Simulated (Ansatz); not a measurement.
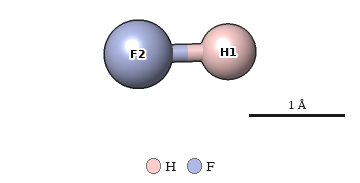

**Figure 1.** The input geometry (ball-and-stick view, seen at a tilt; atoms are numbered from 1 in the order of the input).

## Geometry relaxation, with input and output: HF

The run: geometry relaxation of HF. Method and program: RKS PBE0-D4/def2-TZVP (Ansatz 0.2.0).

Figures and captions count atoms from 1; the log counts them from 0 in places.

The program's output:
```
Functional definition: PBE0
  name "PBE0"
  cite "Adamo & Barone, J. Chem. Phys. 110, 6158 (1999) doi:10.1063/1.478522"
  cite "Perdew, Burke & Ernzerhof, Phys. Rev. Lett. 77, 3865 (1996) doi:10.1103/PhysRevLett.77.3865"
  parent pbe
  parameter a = 0.25
  parameter kappa = 0.804
  parameter beta = 0.06672455060314922
  exchange = (1 - a)*pbe_x(kappa = kappa, mu = beta*pi^2/3) + a*exact_x
  correlation = pbe_c(beta = beta)
200 factors; their error is unknown
mean field evaluation 1: about -2730.3688 eV, gradient 3.1e1 eV
mean field evaluation 2: about -2728.9454 eV, gradient 4.7e1 eV
mean field evaluation 4: about -2731.7462 eV, gradient 1.5e-1 eV
mean field evaluation 8: about -2731.7588 eV, gradient 1.3e-3 eV
mean field -2731.75878439 eV, -100.3902836738 hartree, gradient 7.4e-6 eV, S^2 0.000000; 0 other end points of the search recorded, 0 dependent functions left out
the calculation of the forces begins
reference -2731.75879337 eV, -100.3902840036 hartree; 5, 5 occupied and 32, 32 virtual orbitals, 200 factors
relax step   1: F+E_penalty+E_count = -2731.76031057 eV  Δ(F+E_penalty+E_count) = +0.000e0 eV  max|allowed force component| = 1.813e0 eV/Å  Δτ_max = 0.0000 Å  (21 SCF iters, accepted)
these checks for a lower state are left out or cut short: starts, cluster_reference, orbital_swaps, neighbouring_geometries, increment
200 factors; their error is unknown
mean field evaluation 16: about -2731.7993 eV, gradient 1.9e-1 eV
mean field -2731.79933529 eV, -100.3917738916 hartree, gradient 2.5e-5 eV, S^2 0.000000; 0 other end points of the search recorded, 0 dependent functions left out
the calculation of the forces begins
reference -2731.79934385 eV, -100.3917742065 hartree; 5, 5 occupied and 32, 32 virtual orbitals, 200 factors
relax step   2: F+E_penalty+E_count = -2731.80085150 eV  Δ(F+E_penalty+E_count) = -4.054e-2 eV  max|allowed force component| = 4.574e-1 eV/Å  Δτ_max = 0.0152 Å  (24 SCF iters, accepted)
these checks for a lower state are left out or cut short: starts, cluster_reference, orbital_swaps, neighbouring_geometries, increment
200 factors; their error is unknown
mean field -2731.80167235 eV, -100.3918597771 hartree, gradient 2.5e-5 eV, S^2 0.000000; 0 other end points of the search recorded, 0 dependent functions left out
the calculation of the forces begins
reference -2731.80168077 eV, -100.3918600867 hartree; 5, 5 occupied and 32, 32 virtual orbitals, 200 factors
relax step   3: F+E_penalty+E_count = -2731.80318533 eV  Δ(F+E_penalty+E_count) = -2.334e-3 eV  max|allowed force component| = 5.094e-2 eV/Å  Δτ_max = 0.0049 Å  (25 SCF iters, accepted)
these checks for a lower state are left out or cut short: starts, cluster_reference, orbital_swaps, neighbouring_geometries, increment
200 factors; their error is unknown
mean field evaluation 32: about -2731.8017 eV, gradient 1.9e-1 eV
mean field -2731.80168865 eV, -100.3918603763 hartree, gradient 2.5e-5 eV, S^2 0.000000; 0 other end points of the search recorded, 0 dependent functions left out
the calculation of the forces begins
reference -2731.80169710 eV, -100.3918606867 hartree; 5, 5 occupied and 32, 32 virtual orbitals, 200 factors
relax step   4: F+E_penalty+E_count = -2731.80320215 eV  Δ(F+E_penalty+E_count) = -1.682e-5 eV  max|allowed force component| = 3.201e-2 eV/Å  Δτ_max = 0.0008 Å  (25 SCF iters, accepted)
these checks for a lower state are left out or cut short: starts, cluster_reference, orbital_swaps, neighbouring_geometries, increment
200 factors; their error is unknown
mean field -2731.80169997 eV, -100.3918607921 hartree, gradient 2.5e-5 eV, S^2 0.000000; 0 other end points of the search recorded, 0 dependent functions left out
the calculation of the forces begins
reference -2731.80170840 eV, -100.3918611022 hartree; 5, 5 occupied and 32, 32 virtual orbitals, 200 factors
relax step   5: F+E_penalty+E_count = -2731.80321326 eV  Δ(F+E_penalty+E_count) = -1.112e-5 eV  max|allowed force component| = 4.870e-5 eV/Å  Δτ_max = 0.0003 Å  (25 SCF iters, accepted)
200 factors; their error is unknown
mean field evaluation 64: about -2731.8017 eV, gradient 6.9e-6 eV
```

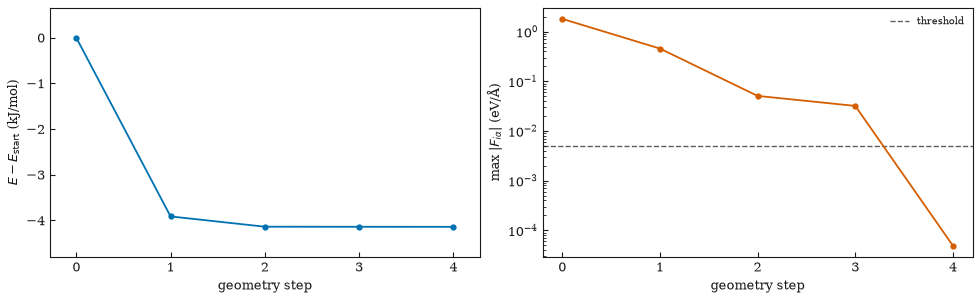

**Figure 2.** Progress of the relaxation, step by step (the first geometry is step 0 here and step 1 in the log).

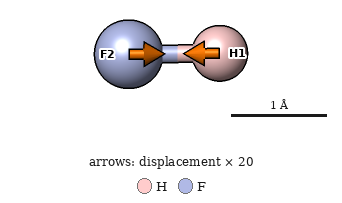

**Figure 3.** The starting structure with the displacements as orange arrows, magnified 20 times (ball-and-stick view, seen at a tilt). The two geometries are laid on each other by the best rigid fit. The largest moves after the best rigid fit, 0.020 Å, are those of H1 and F2. Largest moves by element: F 0.020 Å, H 0.020 Å. Among the contacts that change: H1–F2 0.959 → 0.920 Å. After 4 geometry steps the energy has fallen by 4.14 kJ/mol. The largest force component goes from 1.8 to under 0.0001 eV/Å. (Atoms are counted from 1 in the order of the input.)

```
mean field -2731.80169997 eV, -100.3918607921 hartree, gradient 2.5e-5 eV, S^2 0.000000; 1 other end points of the search recorded, 0 dependent functions left out
the calculation of the forces begins
reference -2731.80170840 eV, -100.3918611022 hartree; 5, 5 occupied and 32, 32 virtual orbitals, 200 factors
Total energy: -2731.80322170 eV, -100.3919167147 hartree
Atom 0 at     1.517472    -0.412829     1.436300 Å, force     0.000049     0.000002    -0.000027 eV/Å
Atom 1 at     2.320414    -0.377469     0.988490 Å, force    -0.000049    -0.000002     0.000027 eV/Å
Dipole moment:    -0.349804    -0.015405     0.195089 e Å
```

Trajectory as extended XYZ (Å, eV, eV/Å), 5 frames, from step=1 to step=5:
```
2
Properties=species:S:1:pos:R:3:forces:R:3 step=1 energy=-2731.76031
H     1.5003   -0.4136    1.4459    1.8133   0.0799  -1.0113
F     2.3376   -0.3767    0.9789   -1.8133  -0.0799   1.0113
2
Properties=species:S:1:pos:R:3:forces:R:3 step=2 energy=-2731.80085
H     1.5136   -0.4130    1.4385    0.4574   0.0201  -0.2551
F     2.3243   -0.3773    0.9863   -0.4574  -0.0201   0.2551
2
Properties=species:S:1:pos:R:3:forces:R:3 step=3 energy=-2731.80319
H     1.5179   -0.4128    1.4361   -0.0509  -0.0022   0.0284
F     2.3200   -0.3775    0.9887    0.0509   0.0022  -0.0284
2
Properties=species:S:1:pos:R:3:forces:R:3 step=4 energy=-2731.80320
H     1.5172   -0.4128    1.4364    0.0320   0.0014  -0.0179
F     2.3207   -0.3775    0.9883   -0.0320  -0.0014   0.0179
2
Properties=species:S:1:pos:R:3:forces:R:3 step=5 energy=-2731.80321
H     1.5175   -0.4128    1.4363    0.0000   0.0000   0.0000
F     2.3204   -0.3775    0.9885    0.0000   0.0000   0.0000
```

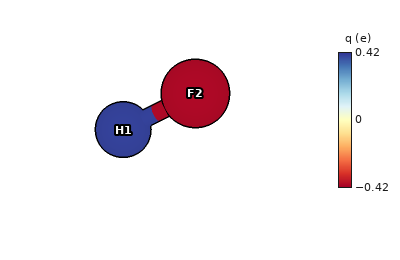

**Figure 4.** Mulliken charges, as the colour of each atom (ball-and-stick view, seen at an oblique angle; atoms are numbered from 1 in the order of the input). By element: H +0.40 and F −0.40 e.

This output came from the following input.

Input:
```yaml
crystal:
  periodic: [false, false, false]
  atoms:
    - {symbol: H, position_ang: [1.500281, -0.413586, 1.445887]}
    - {symbol: F, position_ang: [2.337605, -0.376712, 0.978903]}
basis:
  gaussian: {orbitals: def2-TZVP}
hamiltonian: {xc: pbe0, dispersion: d4}
relax: {f_tol: 0.005, max_steps: 200}
```

Command:
```bash
ansatz run in.yaml --threads 4 --pin off --events-out ev --progress --plain --max-ram 66560MiB --backend cpu
```

Results in brief:

- outcome: converged
- total energy: −2731.8032 eV
- mean-field energy: −2731.8017 eV
- dispersion energy: −0.0015 eV
- SCF solution under orbital rotations: stable
- largest force (length of the vector) at the end: under 0.001 eV/Å
- dipole moment: 1.93 D
- hardware: 4 CPU threads, shared host
- wall time: 0.6 s (CPU time 1.5 s)
- peak memory: 0.91 GiB
